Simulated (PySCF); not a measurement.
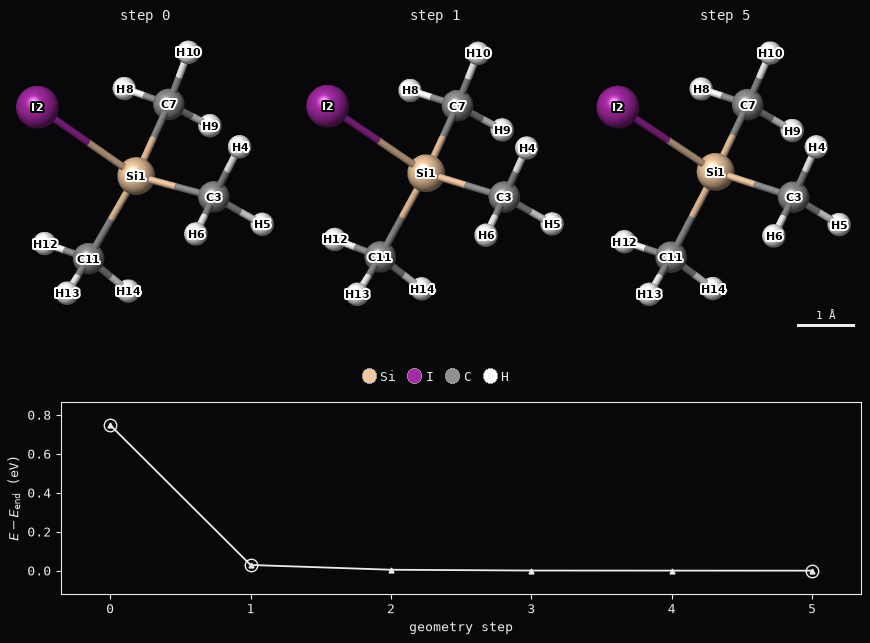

Frames of a relaxation of C$_{3}$H$_{9}$ISi, marked on the history of the run. A ball-and-stick model, seen from a free direction.

The start comes from GFN2-xTB. Its atoms were then displaced at random by about 0.03 Å.

Computed with PBE0-D3(BJ)/def2-SVP geometry optimisation, gas phase (PySCF 2.14.0, density-fitted response routines). 

Q: Describe the path.

A: H4 moves most after the best rigid fit: 0.12 Å. Largest moves by element: H 0.12 Å, Si 0.09 Å, C 0.05 Å, I 0.04 Å. Among the contacts that change: Si1–C7 1.974 → 1.872 Å, C11–H13 1.008 → 1.100 Å, C3–H4 1.189 → 1.100 Å, Si1–C3 1.794 → 1.872 Å. Bond angles that change, for instance: H4–C3–H6 99.7° → 108.3°, Si1–C3–H5 116.4° → 109.8°, Si1–C3–H4 117.5° → 111.0°. After 5 geometry steps the energy has fallen by 0.748 eV. From step 0 to 1: H4 moves most (0.10 Å), energy −0.719 eV. From step 1 to 5: H5 moves most (0.07 Å), energy −0.029 eV.
